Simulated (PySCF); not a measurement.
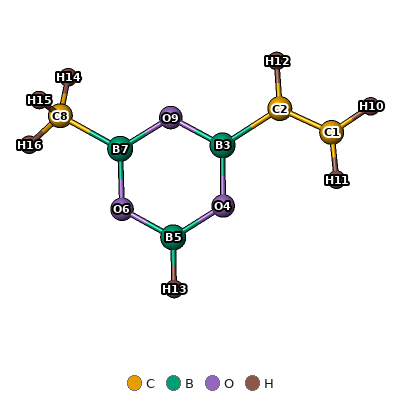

The molecule: C₃H₇B₃O₃, SMILES C=CB1OBOB(C)O1.

Kohn-Sham orbital energies near the frontier, PBE0/def2-SVPD, PySCF 2.14.0, at a GFN2-xTB geometry (no frequency check), isolated molecule; empty levels in grey, levels within 0.03 eV side by side.

Where do the frontier orbitals lie?

HOMO at −8.22 eV, LUMO at −1.28 eV, 6.94 eV apart.

List the levels with the atoms that carry most of them (a dash for levels above zero or within 0.03 eV of another, where shares mean little).

```tsv
orbital	energy (eV)	Löwdin shares
LUMO+1	−0.15	B5 32 %, B7 17 %, O6 14 %
LUMO	−1.28	C1 29 %, C2 22 %, B3 19 %
HOMO	−8.22	C2 40 %, C1 38 %, B3 6 %
HOMO−1	−9.22	C2 20 %, O6 15 %, O9 12 %
HOMO−2	−9.28	O4 20 %, C8 20 %, O9 17 %
```

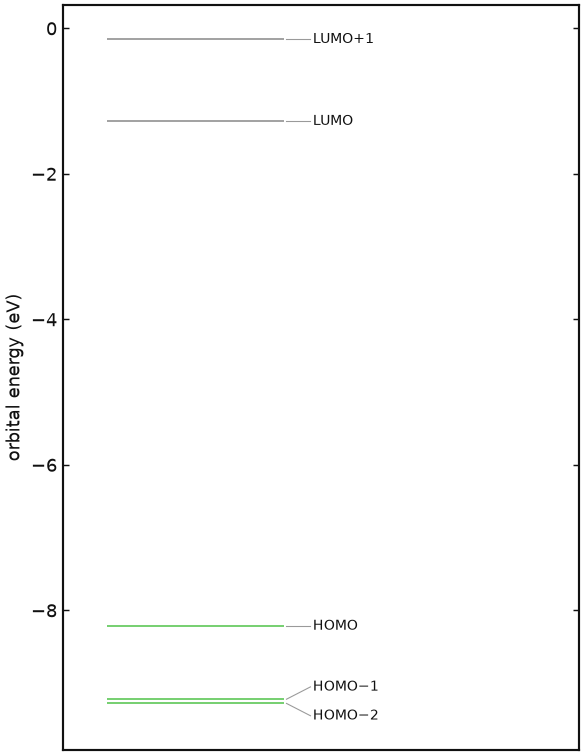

Caveats: the tight-binding geometry is rougher than a DFT one and adds to the error; one conformer of a flexible molecule; empty levels above zero depend strongly on the basis.
